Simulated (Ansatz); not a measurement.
**ClH6NSi2 (SMILES N[SiH]([SiH3])Cl): density, localisation and related maps**

Input file:

```
crystal:
  periodic: [false, false, false]
  atoms:
    - { symbol: "N", position_ang: [-0.6868, 1.5931, -0.3633] }
    - { symbol: Si, position_ang: [-0.2023, 0.0486, -0.6938] }
    - { symbol: Si, position_ang: [0.5528, -1.1159, 1.1302] }
    - { symbol: Cl, position_ang: [-1.6578, -0.9235, -1.6241] }
    - { symbol: H, position_ang: [0.0669, 2.2534, -0.3112] }
    - { symbol: H, position_ang: [-1.2626, 1.9814, -1.1834] }
    - { symbol: H, position_ang: [0.8906, 0.222, -1.7066] }
    - { symbol: H, position_ang: [1.1375, -2.4401, 0.7372] }
    - { symbol: H, position_ang: [-0.4701, -1.294, 2.2149] }
    - { symbol: H, position_ang: [1.7149, -0.3762, 1.803] }
basis:
  gaussian: { orbitals: def2-SVP }
hamiltonian:
  xc: hf
relax:
  f_tol: 0.015
  max_steps: 40
output:
  orbitals: {}
```

Run with:

```sh
ansatz run input.yaml --threads 1 --pin off --max-ram 2048MiB --backend cpu --events-out ev --progress --plain --runs-dir out
```

The fields are those of the relaxed geometry.

The calculation used RHF/def2-SVP (Ansatz).

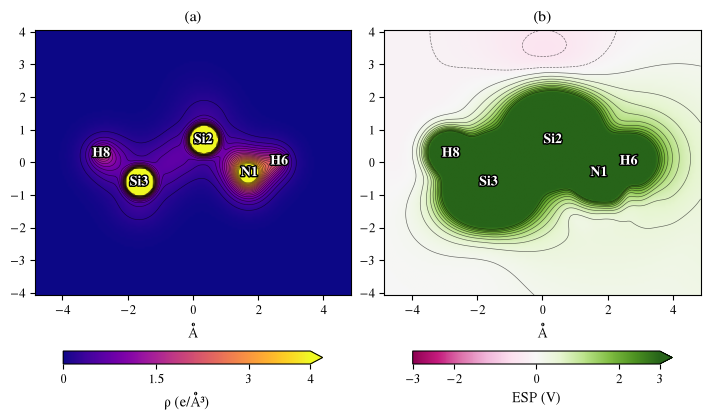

Figure 1. (a) total electron density; (b) electrostatic potential on the plane of atoms Si2, Si3 and H8.

**What does the map show?**

The plane passes through N, Si and H nuclei. Si–N (1.71 Å): ρ is about 1.1 e/Å³ halfway. Si–Si (2.36 Å): ρ at the midpoint is about 0.7 e/Å³. N–H (1.00 Å): ρ is about 2.8 e/Å³ halfway. Si–H (1.48 Å): ρ at the midpoint is about 0.77 e/Å³. Outside the dense part of the molecule the potential is most negative (−0.5 V) near Cl4, which lies off the plane.

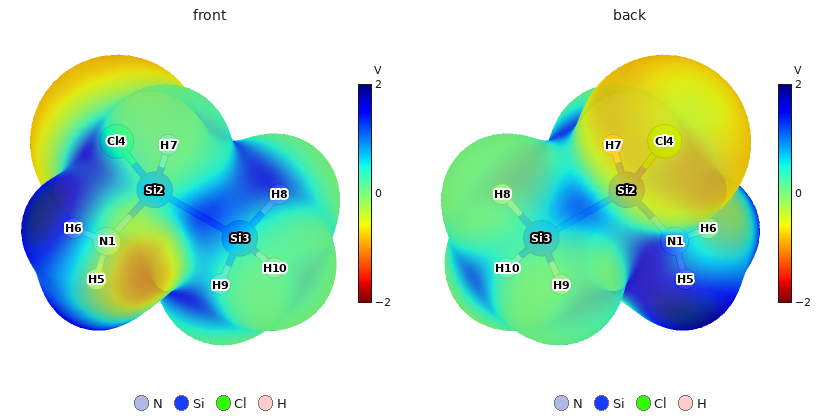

Figure 2. The electrostatic potential painted on the density surface at 0.002 e/bohr³, seen from the front and from behind; red is negative and blue positive.

**Describe the electrostatic potential map.**

The most negative region (about −0.9 V, or −21 kcal/mol for a unit charge) lies over N1 and Cl4, the most positive (about +1.9 V, or +44 kcal/mol for a unit charge) over H5 and H6.

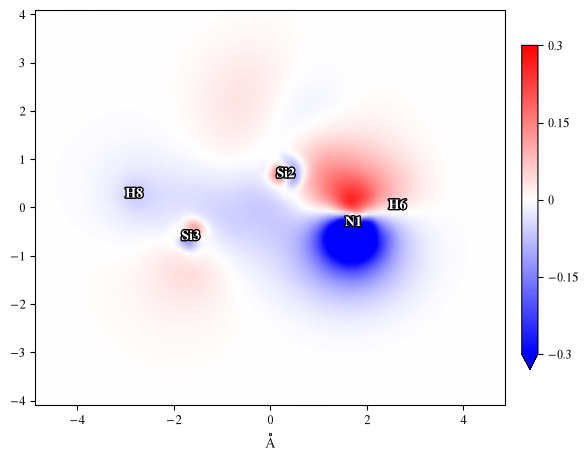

Figure 3. The HOMO−1 on the plane of atoms Si2, Si3 and H8 (values in Å⁻³ᐟ²; the overall sign is arbitrary).

**Where does this orbital lie, and at what energy?**

By Hirshfeld shares it lies mainly on N1 (about 50 %) and Cl4 (about 30 %); largely a combination of lone pairs on N1 and Cl4. Its energy is −11.45 eV.
